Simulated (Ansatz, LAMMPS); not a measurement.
# Elastic response of glassy 30Al2O3-70P2O5 (mol %) (128 atoms): runs compared

How stiff is glassy 30Al2O3-70P2O5 (mol %) (128 atoms)?

Computed with Ansatz 0.2.0: Kohn-Sham DFT, PBEsol, PAW (set soft_2), plane waves.

## 1. The cell as built

The cell holds 128 atoms: 12 Al, 28 P and 88 O. Its edges and angles: a = 11.908 Å, b = 11.908 Å, c = 11.908 Å, α = 90.0°, β = 90.0°, γ = 90.0°. 128 atoms (12 Al, 28 P, 88 O) placed at random at 2.49 g/cm³, melted at 4000 K for 10 ps at fixed volume with the Morse and Coulomb pair potential with partial charges (Pedone, Malavasi, Menziani, Cormack and Segre, J. Phys. Chem. B 110, 11780 (2006)). Quenched from 4000 K to 300 K at 100 K/ps and fixed volume, held 10 ps at zero pressure.

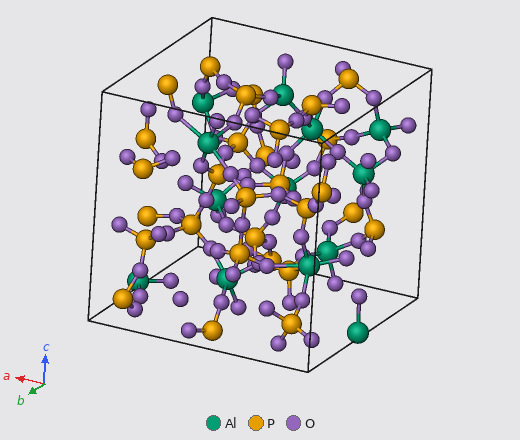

The cell as built. Bonds to atoms that aren't drawn are left out. Some periodic images of atoms are drawn too.

What the set-up can't give: The quench rate of 100 K/ps is many orders above laboratory rates, so the cell is likely richer in defects and strain than a real sample. The starting topology of bonds comes from the classical model, and needn't be the one that DFT or experiment would give. Sampling is at Γ alone.

## 2. The reference run

The reference is a single point at the end of the relaxation.

Every strained cell starts from the geometry of this run, and its atoms are relaxed with the cell held.

Its input, with most atom lines left out:

```yaml
crystal:
  lattice:
    - [11.86762, -0.02835, -0.06367]
    - [-0.02835, 11.59053, 0.34963]
    - [-0.06367, 0.34963, 11.52783]
  atoms:
    - { symbol: Al, position: [0.88284, 0.21265, 0.75064] }
    - { symbol: Al, position: [0.22551, 0.66075, 0.3639] }
    - { symbol: Al, position: [0.99199, 0.56842, 0.98851] }
    - { symbol: Al, position: [0.51383, 0.23809, 0.87663] }
    - { symbol: Al, position: [0.51932, 0.22719, 0.46377] }
    - { symbol: Al, position: [0.63236, 0.75754, 0.77851] }
    - { symbol: Al, position: [0.27695, 0.2599, 0.20911] }
    [... atom lines 8 to 128 left out ...]
kpoints:
  mp_grid: { grid: [1, 1, 1] }
hamiltonian:
  xc: pbesol
scf:
  occupations: { method: fermi_dirac, width: 0.05 }
output:
  forces: true
  stress: true
  populations: true
  dos:
    method: { smearing: { sigma: 0.15 } }
    de: 0.1
    projected: { site_lists: { Al: [Al], O: [O], P: [P] } }
  eigenvalues: true
  write_density: true
  write_potential: true
  volumetric_format: npy
  elf: true
```

```
free energy per atom   : -597.2367 eV/atom
r.m.s. force component : 0.00299 eV/Å
pressure               : -0.0002092 GPa
```

Filled and empty levels are parted by 4.26 eV (at Γ alone); a semilocal functional tends to put such gaps too low. In a disordered cell it changes from sample to sample, and tail or defect levels can set it.

## 3. The runs

Each row is one run, on 4 threads of Intel Xeon Platinum 8259CL at 2.50GHz (Skylake/Cascade Lake), shared host. The free energy is the program's total, comparable only between runs with the same functional, potentials and atoms.

```tsv
run	atoms	outcome	ionic steps, all passes	free energy (eV)	time	host memory (GiB)
Single point at the start	128	converged	-	-76428.272	25 s	2.4
Cell and atoms relaxed	128	converged	49	-76446.303	20 min	2.5
Single point at the relaxed geometry	128	converged	-	-76446.303	47 s	2.3
Volume -3 %	128	converged	9	-76446.065	4.2 min	2.3
Volume +3 %	128	cut at the time limit	14	-76446.098	6.3 min	2.4
Volume -6 %	128	cut at the time limit	9	-76445.313	4.7 min	2.2
Volume +6 %	128	cut at the time limit	7	-76445.620	3.6 min	2.5
Volume -10 %	128	cut at the time limit	3	-	91 s	2.1
```

In some runs the program notes that the SCF threshold is loose for the stress.

## 4. Pressure against volume

Atoms are relaxed at each volume, in the scaled cell.

```tsv
volume change (%)	volume (Å³/atom)	energy change (meV/atom)	pressure (GPa)	largest move on relaxing (Å)	bonds
-3	12.005	1.86	1.62	0.12	172
+0	12.376	0.00	0.00	-	172
+3	12.748	1.60	-1.22	0.19	172
```

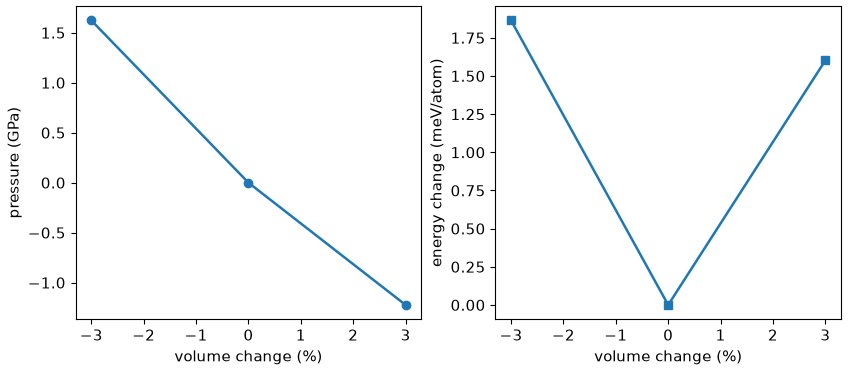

Pressure and energy against volume.

## 5. Outcome

The bulk modulus, from the slope of pressure against ln V over the three points nearest the relaxed volume, is 47.5 GPa.

**Limits.** Strains are finite and relaxations stop at the force tolerance of the input, which can leave moduli too stiff; they are those of a static cell at zero temperature. Volumes are changed with the cell's shape held, so in an anisotropic solid the modulus lies over the one under free hydrostatic load. The program notes that the SCF threshold of the relaxations is loose for the stress.

The DFT runs together took 42 min of wall time.

[Logs are printed without paths, hosts, clocks, repeated set-up lines and the standing remarks that a program may print on its own settings, such as how far it seeks lower states.]

[Hosts, paths, dates, database ids (printed as entryN), source tags and the programs' standing remarks are cut or masked in the printed files.]
